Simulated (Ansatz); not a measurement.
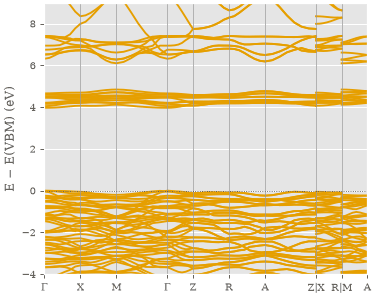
*Band structure from DFT-r²SCAN in the program Ansatz with PAW potentials*

Question: Read off the gap and where the band edges lie.

Answer: About 4.0 eV (3.97 eV by a search for the band edges); maximum at Γ, minimum at Γ.

Question: Which compound is it?
(A) SiO2, P4_2/nmc (Si on 2a, O on 4d)
(B) BaTiO3, P4mm (Ti on 1b, Ba on 1a, O on 1b, O on 2c)
(C) ZrO2, P4_2/nmc (Zr on 2a, O on 4d)
(D) Mg2TiO4, P4_122 (Pearson symbol tP28)

Answer: D, Mg2TiO4, P4_122 (Pearson symbol tP28)

The workflow started from a Materials Project entry (that database holds measured and hypothetical structures alike); the Crystallography Open Database copy checked does not list it. Its standing as an ambient phase is unchecked. Symmetry was held in the r²SCAN relaxation; whether a distortion lowers the energy is not shown. No spin polarisation was allowed.

Potentials: the later of the program's two PAW sets.
